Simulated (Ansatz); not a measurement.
# FH3Se3Sn: shape, modes and thermochemistry

Aim: relax FH3Se3Sn from a cheap starting geometry, then compute its harmonic vibrations to see whether it is a minimum and to get the zero-point energy and entropy, and look at its orbitals and charge.

Method: RKS PBE0-D4/def2-TZVP; program: Ansatz 0.2.0, Gaussian basis.

Levels to be run: relaxation at PBE-D4/def2-SVP; relaxation at PBE0-D4/def2-TZVP; harmonic vibrations at the same level; a single point in def2-TZVPP for the fields.

1 further run of the same task is left out (for a known fault of the program).

**1. The starting structure**

SMILES `[F][Sn]([SeH])([SeH])[SeH]`, 8 atoms, charge 0, spin multiplicity 1.

Atoms are counted from 1 here; the program's logs count them from 0.

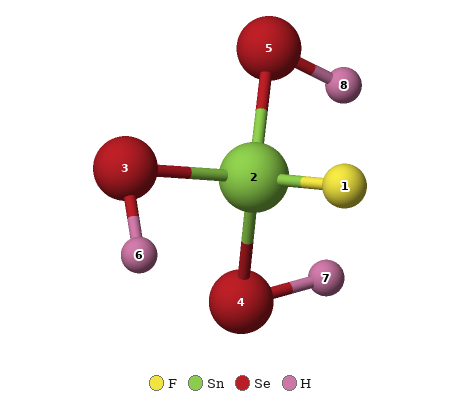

As it starts; fluorine yellow, tin green, selenium red, hydrogen pink; atoms are numbered from 1 in the order of the file.

The start is a force-field geometry with small random shifts, so a cheaper pass at PBE-D4/def2-SVP comes first. Sn takes the def2 core potential; no spin-orbit term is included.

**2. Relaxation at PBE-D4/def2-SVP (cheap first pass)**

in.yaml

```yaml
crystal:
  periodic: [false, false, false]
  atoms:
    - {symbol: F, position_ang: [-0.904200, -0.014900, 1.907400]}
    - {symbol: Sn, position_ang: [0.139100, -0.165000, 0.301800]}
    - {symbol: Se, position_ang: [2.571500, -0.251400, 0.952700]}
    - {symbol: Se, position_ang: [-0.174400, 1.839900, -1.246100]}
    - {symbol: Se, position_ang: [-0.492100, -2.319200, -0.931200]}
    - {symbol: H, position_ang: [2.510700, 1.180200, 1.550900]}
    - {symbol: H, position_ang: [-1.691000, 1.418700, -1.416100]}
    - {symbol: H, position_ang: [-1.867400, -1.745300, -1.175200]}
basis:
  gaussian: {orbitals: def2-SVP}
hamiltonian: {xc: pbe, dispersion: d4}
relax: {f_tol: 0.03, max_steps: 200}
```

Launch:

```console
> ansatz run in.yaml --threads 4 --pin off --events-out ev --progress --plain --max-ram 11315MiB
```

What it wrote, cut to the lines that bear on the results:

```text
Functional definition: PBE
  name "PBE"
  cite "Perdew, Burke & Ernzerhof, Phys. Rev. Lett. 77, 3865 (1996) doi:10.1103/PhysRevLett.77.3865"
  parent pbe
[...]
1651 factors; their error is unknown
[...]
mean field -204590.96495392 eV, -7518.5792853199 hartree, gradient 3.7e-5 eV, S^2 0.000000; 0 other end points of the search recorded, 0 dependent functions left out
[...]
reference -204590.96499138 eV, -7518.5792866965 hartree; 68, 68 occupied and 83, 83 virtual orbitals, 1651 factors
relax step   1: F+E_penalty+E_count = -204591.27400291 eV  Δ(F+E_penalty+E_count) = +0.000e0 eV  max|allowed force component| = 1.608e0 eV/Å  Δτ_max = 0.0000 Å  (29 SCF iters, accepted)
[...]
relax step   3: F+E_penalty+E_count = -204591.46764602 eV  Δ(F+E_penalty+E_count) = -3.557e-2 eV  max|allowed force component| = 1.101e-1 eV/Å  Δτ_max = 0.1378 Å  (31 SCF iters, accepted)
[...]
relax step   4: F+E_penalty+E_count = -204591.47138112 eV  Δ(F+E_penalty+E_count) = -3.735e-3 eV  max|allowed force component| = 2.945e-2 eV/Å  Δτ_max = 0.0226 Å  (28 SCF iters, accepted)
1651 factors; their error is unknown
mean field -204591.16781092 eV, -7518.5867401770 hartree, gradient 6.7e-5 eV, S^2 0.000000; 1 other end points of the search recorded, 0 dependent functions left out
[...]
reference -204591.16784857 eV, -7518.5867415607 hartree; 68, 68 occupied and 83, 83 virtual orbitals, 1651 factors
Total energy: -204591.47141877 eV, -7518.5978975597 hartree
Atom 0 at    -0.983642     0.050092     1.794062 Å, force    -0.007732     0.002325     0.000297 eV/Å
Atom 1 at     0.171123    -0.164163     0.214353 Å, force     0.003046     0.009498     0.004707 eV/Å
Atom 2 at     2.608781    -0.265296     0.949026 Å, force     0.006367     0.003718     0.004135 eV/Å
Atom 3 at    -0.240548     1.931142    -1.194273 Å, force    -0.007207    -0.027782    -0.029143 eV/Å
Atom 4 at    -0.457544    -2.399014    -0.850835 Å, force     0.005908     0.017658     0.000054 eV/Å
Atom 5 at     2.477432     1.098569     1.528400 Å, force    -0.005057    -0.010026    -0.001077 eV/Å
Atom 6 at    -1.668195     1.549556    -1.370835 Å, force     0.006651     0.022574     0.029453 eV/Å
Atom 7 at    -1.815207    -1.857887    -1.125697 Å, force    -0.001976    -0.017965    -0.008426 eV/Å
Dipole moment:     0.005208     0.073096    -0.323614 e Å
```

Run time: 12 s. Hardware: 4 threads of Intel Xeon Platinum 8375C at 2.90GHz, shared host.

Step by step:

```tsv
step	energy from step 1 (eV)	largest force component (eV/Å)
1	0.0000	1.6078
2	-0.1581	0.4334
3	-0.1936	0.1101
4	-0.1974	0.0295
```

Distances of close pairs at the start and the end, largest changes first:

```tsv
bond	before (Å)	after (Å)	change (Å)
Se4–H7	1.583	1.488	-0.095
Se3–H6	1.553	1.488	-0.065
F1–Sn2	1.921	1.968	+0.048
Sn2–Se3	2.519	2.548	+0.029
Se5–H8	1.510	1.487	-0.023
Sn2–Se5	2.561	2.554	-0.007
Sn2–Se4	2.552	2.558	+0.006
```

**3. Optimising with PBE0-D4/def2-TZVP**

in.yaml

```yaml
crystal:
  periodic: [false, false, false]
  atoms:
    - {symbol: F, position_ang: [-0.983642, 0.050092, 1.794062]}
    - {symbol: Sn, position_ang: [0.171123, -0.164163, 0.214353]}
    - {symbol: Se, position_ang: [2.608781, -0.265296, 0.949026]}
    - {symbol: Se, position_ang: [-0.240548, 1.931142, -1.194273]}
    - {symbol: Se, position_ang: [-0.457544, -2.399014, -0.850835]}
    - {symbol: H, position_ang: [2.477432, 1.098569, 1.528400]}
    - {symbol: H, position_ang: [-1.668195, 1.549556, -1.370835]}
    - {symbol: H, position_ang: [-1.815207, -1.857887, -1.125697]}
basis:
  gaussian: {orbitals: def2-TZVP}
hamiltonian: {xc: pbe0, dispersion: d4}
relax: {f_tol: 0.005, max_steps: 150}
```

Same command.

What it wrote, cut to the lines that bear on the results:

```text
Functional definition: PBE0
  name "PBE0"
  cite "Adamo & Barone, J. Chem. Phys. 110, 6158 (1999) doi:10.1063/1.478522"
  cite "Perdew, Burke & Ernzerhof, Phys. Rev. Lett. 77, 3865 (1996) doi:10.1103/PhysRevLett.77.3865"
  parent pbe
[...]
1985 factors; their error is unknown
[...]
mean field -204625.42729319 eV, -7519.8457529286 hartree, gradient 4.0e-5 eV, S^2 0.000000; 0 other end points of the search recorded, 0 dependent functions left out
[...]
reference -204625.42732737 eV, -7519.8457541848 hartree; 68, 68 occupied and 175, 175 virtual orbitals, 1985 factors
relax step   1: F+E_penalty+E_count = -204625.69525456 eV  Δ(F+E_penalty+E_count) = +0.000e0 eV  max|allowed force component| = 7.892e-1 eV/Å  Δτ_max = 0.0000 Å  (30 SCF iters, accepted)
[...]
reference -204625.53493169 eV, -7519.8497085704 hartree; 68, 68 occupied and 175, 175 virtual orbitals, 1985 factors
Total energy: -204625.80727294 eV, -7519.8597169269 hartree
Atom 0 at    -1.349298     0.007798     1.409740 Å, force     0.000084    -0.000271    -0.000091 eV/Å
Atom 1 at     0.065122    -0.255236     0.133386 Å, force     0.001352     0.000530    -0.000296 eV/Å
Atom 2 at     2.266181    -0.192408     1.336745 Å, force     0.000353     0.002077    -0.000364 eV/Å
Atom 3 at    -0.313554     1.667010    -1.443095 Å, force    -0.000491    -0.000034     0.000932 eV/Å
Atom 4 at    -0.238281    -2.543933    -0.842317 Å, force    -0.001403     0.001292     0.000228 eV/Å
Atom 5 at     2.458854     1.199041     0.904811 Å, force    -0.000607    -0.002126     0.000564 eV/Å
Atom 6 at    -1.152411     2.297138    -0.412465 Å, force     0.000414    -0.000203    -0.000648 eV/Å
Atom 7 at    -1.644413    -2.236410    -1.142603 Å, force     0.000298    -0.001265    -0.000325 eV/Å
Dipole moment:     0.158090     0.116078    -0.270757 e Å
```

Run time: 6.9 min. Hardware: 4 threads of Intel Xeon Platinum 8375C at 2.90GHz, shared host; peak memory 1.2 GiB.

Step by step: (not every step is listed) (the energy doesn't fall at every step)

```tsv
step	energy from step 1 (eV)	largest force component (eV/Å)
1	0.0000	0.7892
2	-0.0114	0.6499
3	-0.0655	0.1562
4	-0.0677	0.0387
5	-0.0707	0.0475
6	-0.0691	0.5714
7	-0.0752	0.0564
8	-0.0775	0.2635
9	-0.0860	0.0774
12	-0.0826	0.3350
15	-0.1063	0.0537
18	-0.1079	0.0050
21	-0.1082	0.0370
24	-0.1089	0.0534
27	-0.1095	0.1075
30	-0.1113	0.0391
33	-0.1117	0.0086
36	-0.1119	0.0186
39	-0.1120	0.0140
40	-0.1120	0.0088
41	-0.1120	0.0064
42	-0.1120	0.0013
43	-0.1120	0.0018
44	-0.1120	0.0021
```

The force was under the threshold of 0.005 eV/Å already at step 22, but the program went on to step 44.

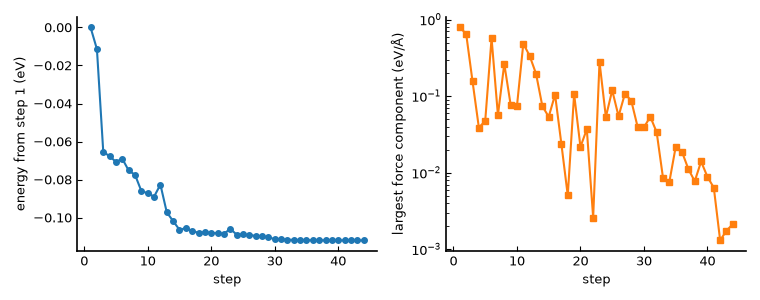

Energy and largest force along the relaxation.

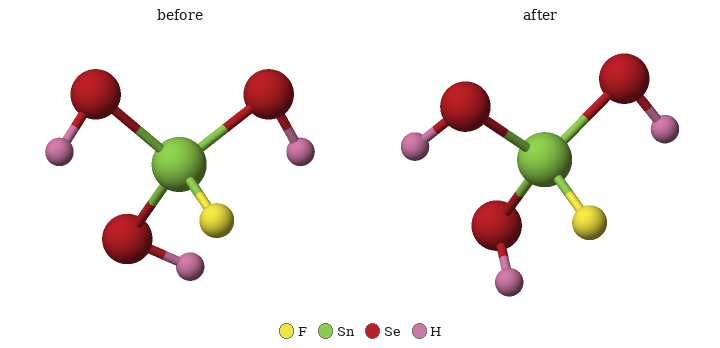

The geometry before (left) and after (right).

Distances of close pairs at the start and the end, largest changes first:

```tsv
bond	before (Å)	after (Å)	change (Å)
Sn2–Se5	2.554	2.506	-0.048
F1–Sn2	1.968	1.923	-0.045
Sn2–Se4	2.558	2.515	-0.043
Sn2–Se3	2.548	2.509	-0.039
Se3–H6	1.488	1.470	-0.018
Se4–H7	1.488	1.471	-0.018
Se5–H8	1.487	1.470	-0.017
```

Mulliken charges at the end point, from the run's report:

```tsv
atom	value (e)
F1	-0.47
Sn2	0.96
Se3	-0.32
Se4	-0.33
Se5	-0.32
H6	0.16
H7	0.17
H8	0.16
```

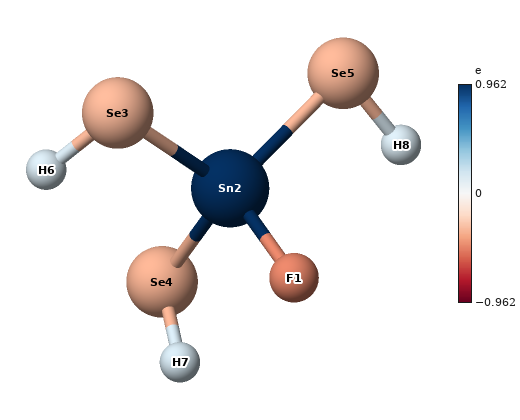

Mulliken charges at the end point, from the run's report, as colours on the atoms.

**4. Vibrations by finite differences**

in.yaml

```yaml
crystal:
  periodic: [false, false, false]
  atoms:
    - {symbol: F, position_ang: [-1.349298, 0.007798, 1.409740]}
    - {symbol: Sn, position_ang: [0.065122, -0.255236, 0.133386]}
    - {symbol: Se, position_ang: [2.266181, -0.192408, 1.336745]}
    - {symbol: Se, position_ang: [-0.313554, 1.667010, -1.443095]}
    - {symbol: Se, position_ang: [-0.238281, -2.543933, -0.842317]}
    - {symbol: H, position_ang: [2.458854, 1.199041, 0.904811]}
    - {symbol: H, position_ang: [-1.152411, 2.297138, -0.412465]}
    - {symbol: H, position_ang: [-1.644413, -2.236410, -1.142603]}
basis:
  gaussian: {orbitals: def2-TZVP}
hamiltonian: {xc: pbe0, dispersion: d4}
phonons: {temperatures: {t_min: 298.15, t_max: 900, t_step: 200}}
```

The command is unchanged.

What it wrote, cut to the lines that bear on the results:

```text
Functional definition: PBE0
  name "PBE0"
  cite "Adamo & Barone, J. Chem. Phys. 110, 6158 (1999) doi:10.1063/1.478522"
  cite "Perdew, Burke & Ernzerhof, Phys. Rev. Lett. 77, 3865 (1996) doi:10.1103/PhysRevLett.77.3865"
  parent pbe
[...]
1985 factors; their error is unknown
[...]
mean field -204625.53490445 eV, -7519.8497075692 hartree, gradient 5.1e-5 eV, S^2 0.000000; 0 other end points of the search recorded, 0 dependent functions left out
[...]
reference -204625.53493837 eV, -7519.8497088158 hartree; 68, 68 occupied and 175, 175 virtual orbitals, 1985 factors
[...]
1985 factors; their error is unknown
mean field -204625.53483792 eV, -7519.8497051245 hartree, gradient 2.7e-6 eV, S^2 0.000000; 0 other end points of the search recorded, 0 dependent functions left out
[...]
Atom 0 at    -1.349298     0.007798     1.409740 Å, force     0.000057    -0.000315    -0.000066 eV/Å
Atom 1 at     0.065122    -0.255236     0.133386 Å, force     0.001288     0.000619    -0.000328 eV/Å
Atom 2 at     2.266181    -0.192408     1.336745 Å, force     0.000401     0.002094    -0.000409 eV/Å
Atom 3 at    -0.313554     1.667010    -1.443095 Å, force    -0.000348    -0.000233     0.001061 eV/Å
Atom 4 at    -0.238281    -2.543933    -0.842317 Å, force    -0.001376     0.001341     0.000171 eV/Å
Atom 5 at     2.458854     1.199041     0.904811 Å, force    -0.000621    -0.002141     0.000564 eV/Å
Atom 6 at    -1.152411     2.297138    -0.412465 Å, force     0.000330    -0.000039    -0.000695 eV/Å
Atom 7 at    -1.644413    -2.236410    -1.142603 Å, force     0.000269    -0.001326    -0.000297 eV/Å
Dipole moment:     0.158088     0.116079    -0.270760 e Å
Vibrations: 32.44 54.75 72.52 80.41 115.50 137.75 143.71 169.34 208.80 267.46 269.95 600.66 609.33 618.17 644.88 2438.59 2438.79 2442.58 cm⁻¹, zero-point energy 0.703340 eV
```

Run time: 5.2 min. Hardware: 4 threads of Intel Xeon Platinum 8375C at 2.90GHz, shared host; peak memory 1.2 GiB.

Motions are named by where the mode's potential energy lies. The modes, unscaled (a negative number is an imaginary wavenumber):

```tsv
mode	cm⁻¹	motion
1	32	bend with torsion
2	55	bend
3	73	torsion with bend
4	80	torsion with bend
5	116	torsion with bend
6	138	torsion
7	144	bend with torsion
8	169	torsion
9	209	Sn–Se stretch
10	267	Sn–Se stretch
11	270	Sn–Se stretch
12	601	Sn–F stretch
13	609	bend
14	618	bend
15	645	bend
16	2439	Se–H stretch
17	2439	Se–H stretch
18	2443	Se–H stretch
```

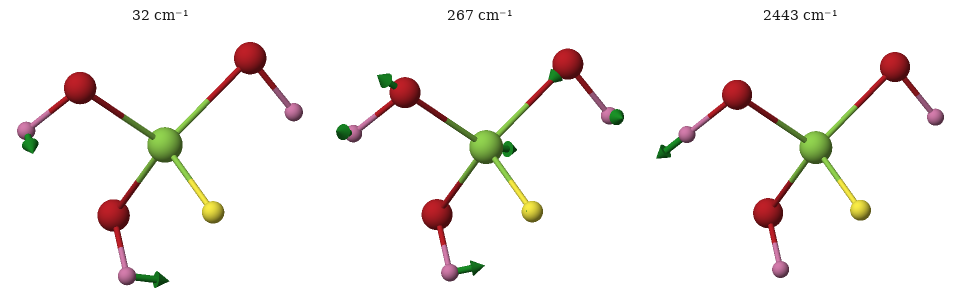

Displacements of 3 modes, as arrows.

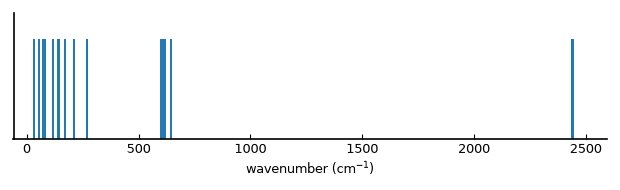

The harmonic wavenumbers as sticks (no intensities were computed).

From these modes and the moments of inertia (298.15 K, 1 bar, symmetry number 1):

```tsv
term	value
zero-point energy	67.9 kJ/mol
H(298) − E	98.7 kJ/mol
entropy, translation	182.9 J/(mol K)
entropy, rotation	134.7 J/(mol K)
entropy, vibration	152.4 J/(mol K)
entropy, total	469.9 J/(mol K)
```

**5. Orbitals, density and potential**

in.yaml, as its differences from that of step 4:

```diff
@@ -12,4 +12,4 @@
 basis:
-  gaussian: {orbitals: def2-TZVP}
+  gaussian: {orbitals: def2-TZVPP}
 hamiltonian: {xc: pbe0, dispersion: d4}
-phonons: {temperatures: {t_min: 298.15, t_max: 900, t_step: 200}}
+output: {orbitals: {seedname: orbitals}}
```

Launched as before.

What it wrote:

```text
Functional definition: PBE0
  name "PBE0"
  cite "Adamo & Barone, J. Chem. Phys. 110, 6158 (1999) doi:10.1063/1.478522"
  cite "Perdew, Burke & Ernzerhof, Phys. Rev. Lett. 77, 3865 (1996) doi:10.1103/PhysRevLett.77.3865"
  parent pbe
  parameter a = 0.25
  parameter kappa = 0.804
  parameter beta = 0.06672455060314922
  exchange = (1 - a)*pbe_x(kappa = kappa, mu = beta*pi^2/3) + a*exact_x
  correlation = pbe_c(beta = beta)
2030 factors; their error is unknown
mean field evaluation 1: about -204621.5328 eV, gradient 4.1e1 eV
mean field evaluation 2: about -204613.0066 eV, gradient 8.6e1 eV
mean field evaluation 4: about -204624.2224 eV, gradient 3.9e0 eV
mean field evaluation 8: about -204624.2497 eV, gradient 6.1e-2 eV
mean field evaluation 16: about -204625.5752 eV, gradient 1.7e-4 eV
mean field -204625.57519418 eV, -7519.8511881897 hartree, gradient 5.7e-5 eV, S^2 0.000000; 0 other end points of the search recorded, 0 dependent functions left out
reference -204625.57522840 eV, -7519.8511894473 hartree; 68, 68 occupied and 199, 199 virtual orbitals, 2030 factors
Total energy: -204625.84756964 eV, -7519.8611978032 hartree
```

Wall time 6 s (4 threads of Intel Xeon Platinum 8375C at 2.90GHz, shared host); peak memory 1.5 GiB.

The fields below are evaluated on a grid from the run's orbitals.

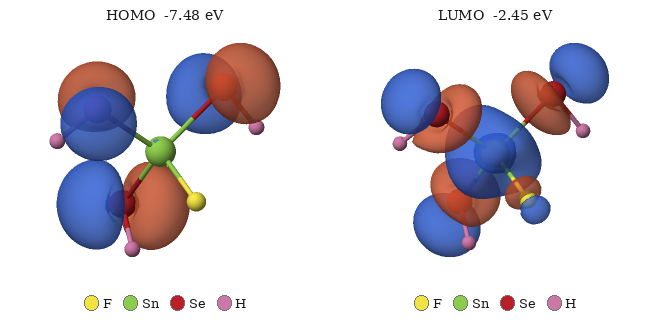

PBE0-D4/def2-TZVPP orbitals near the gap, drawn at the value that encloses 70 % of each; the two colours are the two signs.

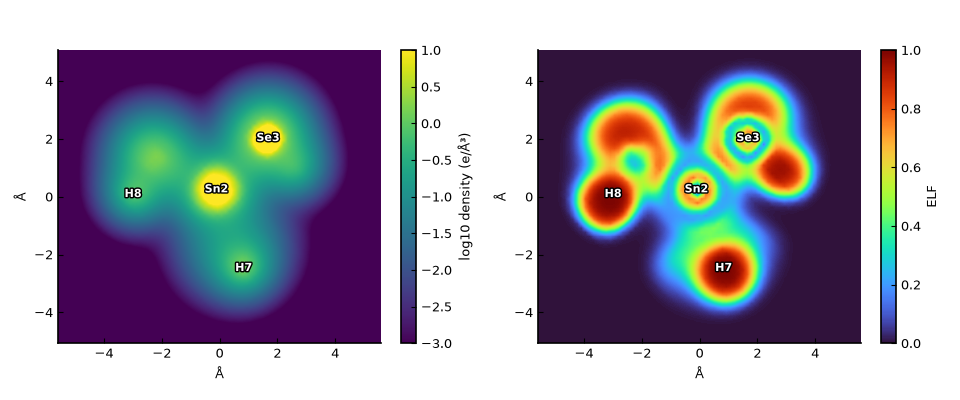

Density (left) and ELF (right) in a plane through or near 4 of the atoms.

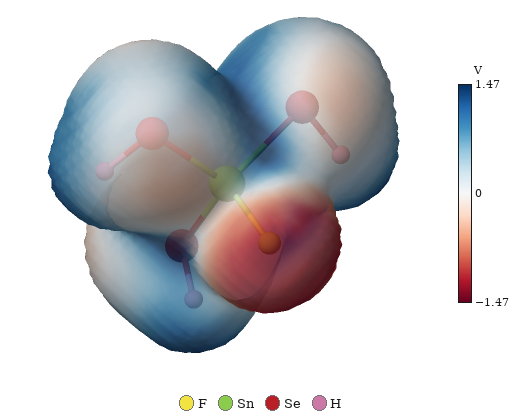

Electrostatic potential on the surface of density 0.002 e/bohr³; red is low, blue high. It runs from -1.33 V near F1 to 1.47 V near Sn2.

**6. What came out**

| quantity | value |
| --- | --- |
| point group | C1 |
| steps | 4 + 44 |
| shift from the start (rms) | 0.682 Å |
| total energy | -204625.8073 eV |
| dispersion term | -272 meV |
| dipole moment | 1.61 D |
| lowest, highest wavenumber | 32, 2443 cm⁻¹ |
| zero-point energy | 67.9 kJ/mol |
| entropy at 298.15 K | 469.9 J/(mol K) |
| HOMO, LUMO | -7.48, -2.45 eV |

In words: The atoms moved 0.68 Å (rms) from the start; the bond that changed most is Se4–H7, from 1.583 to 1.471 Å. All wavenumbers are real, so the end point is a minimum. The stiffest mode, 2443 cm⁻¹, is an Se–H stretch, and 8 modes under 200 cm⁻¹ make the vibrational entropy uncertain. Harmonic hybrid wavenumbers usually lie a few per cent above measured fundamentals. The largest Mulliken charge, +0.96 e, sits on Sn2. The HOMO lies mostly on Se4 38 %; Se5 27 % and the LUMO on Sn2 28 %; Se3, Se4, Se5 about 19 % each.
